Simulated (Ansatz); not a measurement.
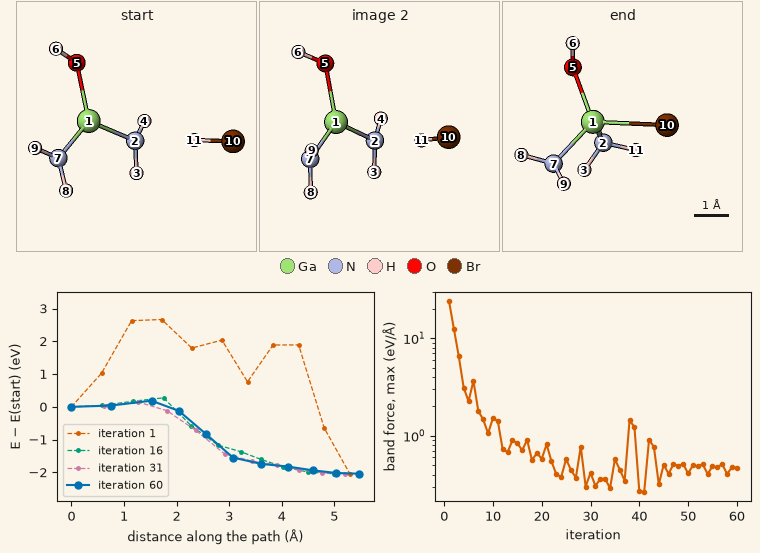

A search for the minimum-energy path of GaN2H6OBr by the nudged elastic band. Images are numbered from 0 (start) to 10 (end). The plot follows the band through its iterations. Style: ball-and-stick. Shown at a tilt.

Method: RHF/def2-SVP in Ansatz 0.2.0. Run with 9 movable images; climbing image; force threshold 0.03 eV/Å; iteration limit 60; optimiser L-BFGS; starting path through a guess of the saddle point.

**Judge this run.**

The result isn't final. The band hadn't converged when the run stopped after 60 iterations. The largest component of the band force went from 24 to 0.47 eV/Å. The barrier read from it is provisional, though the highest image hardly moved in the last two iterations. The first iteration put the highest image at 2.66 eV. Forward barrier 0.19 eV, backward barrier 2.23 eV, with image 2 at the top; the reaction energy is −2.04 eV.

Limits of the set-up: Hartree-Fock leaves out electron correlation.

Cost: 6.4 min on 4 threads of AMD EPYC 9R45 96-Core Processor (Zen 5), with other jobs on the host, peak memory 0.43 GiB.
